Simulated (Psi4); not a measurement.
**triplet AlF3: levels of theory compared**

Wanted: a comparison of 4 runs (UHF/STO-3G, UB3LYP/6-31G*, UDSD-PBEP86/6-311+G**, UHSE06/6-311+G**) of triplet AlF3. 

The calculation is run with Psi4 1.11.

**1. The structure to begin with**

AlF3: 4 atoms, total charge 0, spin state triplet. SMILES of the parent species: `F[Al](F)F`. Geometry: relaxed at PBE0-D4/def2-TZVP. That shape belongs to the parent species and isn't relaxed for this state.

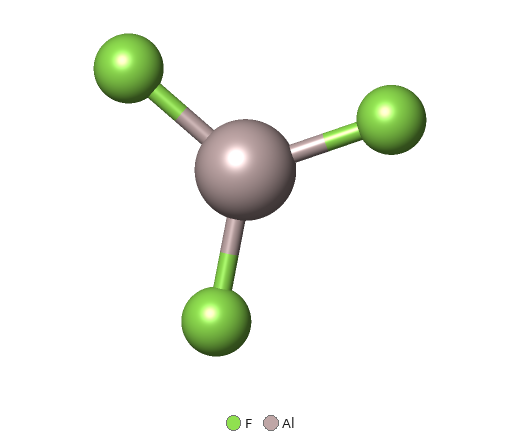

Viewed from a chosen angle; fluorine green, aluminium light grey.

**2. Energy and gradient at UHF/STO-3G (run 1)**

File alf3.xyz:

```xyz
4
AlF3
F      0.859410    -0.722590     1.180170
Al     0.000000    -0.000010     0.000000
F     -1.440740    -0.612530    -0.450110
F      0.581330     1.335130    -0.730040
```

File alf3_ase.py:

```python
import numpy as np
from ase.calculators.psi4 import Psi4
from ase.io import read

atoms = read('alf3.xyz')
calc = Psi4(atoms=atoms, method='hf', basis='STO-3G', memory='2200MB', num_threads=1, charge=0, multiplicity=3, label='calc', reference='uhf')
calc.psi4.set_options({'puream': True, 'e_convergence': 1e-09, 'd_convergence': 1e-08, 'scf_type': 'pk', 'maxiter': 100})
atoms.calc = calc

forces = atoms.get_forces()
print(f'energy: {atoms.get_potential_energy():.6f} eV')
print('forces / eV A^-1')
print(np.round(forces, 5))
```

The run is started by

```console
$ python alf3_ase.py
```

calc.dat:

```text
[...]
  Running in c1 symmetry.
[...]
  Nuclear repulsion =  159.600526153884999
[...]
  Multiplicity = 3
[...]
  Nalpha       = 21
  Nbeta        = 19
[...]
    Number of basis functions: 24
[...]
   @UHF iter   1:  -532.78716571173220   -1.65772e+00   8.81970e-03 DIIS/ADIIS
[...]
   @UHF iter  20:  -532.83498935467696   -3.54703e-11   7.77686e-09 DIIS
[...]
   @S^2 Observed:                2.013586514E+00
[...]
    Orbital Energies [Eh]
    ---------------------
    Alpha Occupied:
       1A    -57.738787     2A    -25.835276     3A    -25.835270
       4A    -25.835250     5A     -4.698191     6A     -2.912519
       7A     -2.912519     8A     -2.910609     9A     -1.468446
      10A     -1.454709    11A     -1.454703    12A     -0.581663
      13A     -0.529360    14A     -0.529356    15A     -0.483802
      16A     -0.482371    17A     -0.481349    18A     -0.481344
      19A     -0.440889    20A     -0.440884    21A      0.031037
    Alpha Virtual:
      22A      0.361918    23A      0.679258    24A      0.679265
[...]
  @UHF Final Energy:  -532.83498935467696
   => Energetics <=
    Nuclear Repulsion Energy =            159.6005261538849993
    One-Electron Energy =               -1071.6646596747941658
    Two-Electron Energy =                 379.2291441662322882
    Total Energy =                       -532.8349893546769636
  UHF NO Occupations:
  HONO-2 :   19  A 1.9966823
  HONO-1 :   20  A 1.0000000
[...]
 Multipole Moments:
 ------------------------------------------------------------------------------------
     Multipole            Electronic (a.u.)      Nuclear  (a.u.)        Total (a.u.)
 ------------------------------------------------------------------------------------
 L = 1.  Multiply by 2.5417464519 to convert [e a0] to [Debye]
 Dipole X            :          0.0008061           -0.0000000            0.0008061
 Dipole Y            :         -0.0010730           -0.0000037           -0.0010767
 Dipole Z            :         -0.0012350           -0.0000019           -0.0012368
 Magnitude           :                                                    0.0018273
[...]
  -Total Gradient:
     Atom            X                  Y                   Z
    ------   -----------------  -----------------  -----------------
       1       -0.042014862181     0.035342590620    -0.057552782916
       2        0.000142474133    -0.000188162457    -0.000217585531
       3        0.070304977530     0.029970795163     0.022054101385
       4       -0.028432589482    -0.065125223328     0.035716267062
[...]
```

On the terminal:

```text
energy: -14499.178583 eV
forces / eV A^-1
[[ 2.16049 -1.81739  2.95948]
 [-0.00733  0.00968  0.01119]
 [-3.61523 -1.54116 -1.13407]
 [ 1.46206  3.34887 -1.8366 ]]
```

Wall time 6 s (1 thread of Intel Xeon at 2.50GHz (Skylake/Cascade Lake), shared host); peak memory 0.19 GiB.

**3. Energy and forces at UB3LYP/6-31G(d) (spherical functions) (run 2)**

File job.dat:

```
memory 2.2 GB

molecule {
  0 3
  F      0.859410    -0.722590     1.180170
  Al     0.000000    -0.000010     0.000000
  F     -1.440740    -0.612530    -0.450110
  F      0.581330     1.335130    -0.730040
  symmetry c1
  no_reorient
  no_com
}

set basis 6-31G*
set reference uks
set puream true
set e_convergence 1e-09
set d_convergence 1e-08
set scf_type pk
set dft_radial_points 99
set dft_spherical_points 590
set maxiter 100

E, wfn = gradient('b3lyp', return_wfn=True)
oeprop(wfn, 'MULLIKEN_CHARGES', 'WIBERG_LOWDIN_INDICES', 'LOWDIN_CHARGES', title='B3LYP')
print_variables()
```

The run is started by

```console
$ psi4 job.dat job.out -n 1
```

job.out:

```text
[...]
  Running in c1 symmetry.
[...]
  Nuclear repulsion =  159.600526153884999
[...]
  Multiplicity = 3
[...]
  Nalpha       = 21
  Nbeta        = 19
[...]
    Number of basis functions: 60
[...]
   @UKS iter   1:  -541.80235173490246   -5.09070e-01   7.78368e-03 ADIIS/DIIS
[...]
   @UKS iter  11:  -541.87562781144732   -1.02318e-12   3.37598e-09 DIIS
[...]
   @S^2 Observed:                2.005928401E+00
[...]
  @UKS Final Energy:  -541.87562781144732
   => Energetics <=
    Nuclear Repulsion Energy =            159.6005261538849993
    One-Electron Energy =               -1072.5695970193369249
    Two-Electron Energy =                 411.5617325802314213
    DFT Exchange-Correlation Energy =     -40.4682895262268332
    Empirical Dispersion Energy =           0.0000000000000000
    VV10 Nonlocal Energy =                  0.0000000000000000
    Total Energy =                       -541.8756278114473162
[...]
 Multipole Moments:
 ------------------------------------------------------------------------------------
     Multipole            Electronic (a.u.)      Nuclear  (a.u.)        Total (a.u.)
 ------------------------------------------------------------------------------------
 L = 1.  Multiply by 2.5417464519 to convert [e a0] to [Debye]
 Dipole X            :         -0.0000211            0.0000000           -0.0000211
 Dipole Y            :          0.0001159           -0.0000756            0.0000403
 Dipole Z            :         -0.0002994            0.0003402            0.0000407
 Magnitude           :                                                    0.0000611
[...]
  -Total Gradient:
     Atom            X                  Y                   Z
    ------   -----------------  -----------------  -----------------
       1       -0.032876482626     0.027563928908    -0.045083719480
       2       -0.000000783510     0.000005545781     0.000003345050
       3        0.055068980348     0.023425226798     0.017191322315
       4       -0.022185547959    -0.050986243475     0.027886101787
[...]
  Mulliken Charges: (a.u.)
   Center  Symbol    Alpha    Beta     Spin     Total
       1     F     4.79910  4.43509  0.36401 -0.23420
       2    AL     6.60269  5.69471  0.90797  0.70260
       3     F     4.79910  4.43510  0.36401 -0.23420
       4     F     4.79910  4.43510  0.36401 -0.23420
   Total alpha = 21.00000, Total beta = 19.00000, Total charge = -0.00000
  Lowdin Charges: (a.u.)
   Center  Symbol    Alpha    Beta     Spin     Total
       1     F     4.70926  4.30986  0.39940 -0.01912
       2    AL     6.87222  6.07041  0.80181  0.05737
[...]
```

It took 31 s on 1 thread of Intel Xeon at 2.50GHz (Skylake/Cascade Lake), shared host; peak memory 0.56 GiB.

Run 3 isn't shown in full; the table further down has it.

**4. Energy and forces at UHSE06/6-311+G(d,p) (run 4)**

alf3.xyz is that of step 2.

File run_ase.py:

```python
import numpy as np
from ase.calculators.psi4 import Psi4
from ase.io import read

a = read('alf3.xyz')
calc = Psi4(atoms=a, method='hse06', basis='6-311+G**', memory='2200MB', num_threads=1, charge=0, multiplicity=3, label='calc', reference='uks')
calc.psi4.set_options({'puream': True, 'e_convergence': 1e-09, 'd_convergence': 1e-08, 'scf_type': 'pk', 'dft_radial_points': 99, 'dft_spherical_points': 590, 'maxiter': 100})
a.calc = calc

forces = a.get_forces()
print(f'energy: {a.get_potential_energy():.6f} eV')
print('forces / eV A^-1')
print(np.round(forces, 5))
```

The run is started by

```console
$ python run_ase.py
```

calc.dat:

```text
[...]
  Running in c1 symmetry.
[...]
  Nuclear repulsion =  159.600526153884999
[...]
  Multiplicity = 3
[...]
  Nalpha       = 21
  Nbeta        = 19
[...]
    Number of basis functions: 96
[...]
   @UKS iter   1:  -541.52416477750864   -4.63133e-01   5.96115e-03 DIIS/ADIIS
[...]
   @UKS iter  13:  -541.62018760413616    3.41061e-13   8.20530e-09 DIIS
[...]
   @S^2 Observed:                2.008213385E+00
[...]
  @UKS Final Energy:  -541.62018760413616
   => Energetics <=
    Nuclear Repulsion Energy =            159.6005261538849993
    One-Electron Energy =               -1072.0898413869656451
    Two-Electron Energy =                 409.1360078714581618
    DFT Exchange-Correlation Energy =     -38.2668802425136363
    Empirical Dispersion Energy =           0.0000000000000000
    VV10 Nonlocal Energy =                  0.0000000000000000
    Total Energy =                       -541.6201876041361629
[...]
 Multipole Moments:
 ------------------------------------------------------------------------------------
     Multipole            Electronic (a.u.)      Nuclear  (a.u.)        Total (a.u.)
 ------------------------------------------------------------------------------------
 L = 1.  Multiply by 2.5417464519 to convert [e a0] to [Debye]
 Dipole X            :         -0.0000265           -0.0000000           -0.0000265
 Dipole Y            :          0.0000425           -0.0000037            0.0000388
 Dipole Z            :          0.0000507           -0.0000019            0.0000489
 Magnitude           :                                                    0.0000677
[...]
  -Total Gradient:
     Atom            X                  Y                   Z
    ------   -----------------  -----------------  -----------------
       1       -0.035937941332     0.030149294229    -0.049297303069
       2       -0.000000402796     0.000006165279     0.000003262332
       3        0.060209209689     0.025614765712     0.018793689734
       4       -0.024256774912    -0.055750193133     0.030493000882
[...]
```

Standard output:

```text
energy: -14738.236003 eV
forces / eV A^-1
[[ 1.84800e+00 -1.55034e+00  2.53497e+00]
 [ 2.00000e-05 -3.20000e-04 -1.70000e-04]
 [-3.09608e+00 -1.31716e+00 -9.66410e-01]
 [ 1.24733e+00  2.86679e+00 -1.56801e+00]]
```

It took 89 s on 1 thread of Intel Xeon at 2.50GHz (Skylake/Cascade Lake), shared host; peak memory 0.91 GiB.

**5. Overview of the runs**

```
run                                                    level         integration grid      task  energy (Eh)  dipole moment (D)  HOMO energy (eV)   ⟨S²⟩  wall time
  1                                               UHF/STO-3G                        –  gradient  -532.834989               0.00              0.84  2.014        6 s
  2                      UB3LYP/6-31G* (spherical functions)  99 radial × 590 angular  gradient  -541.875628               0.00             -3.63  2.006       31 s
  3  UDSD-PBEP86/6-311+G** (density fitting for correlation)  99 radial × 590 angular    energy  -541.233154                  –             -5.32  2.035       25 s
  4                                         UHSE06/6-311+G**  99 radial × 590 angular  gradient  -541.620188               0.00             -3.92  2.008       89 s
```

**6. Results**

```
                                 quantity          value
                      run 4: total energy  -541.62019 Eh
                     run 4: dipole moment         0.00 D
run 4: HOMO energy (highest over α and β)       -3.92 eV
                              run 4: ⟨S²⟩          2.008
          run 4: largest force on an atom     3.501 eV/Å
```

**Reading.** Totals of different functionals can't be ranked against each other. In run 1 the basis is minimal, so the values are rough. All runs together took 2.5 min, the longest 89 s.
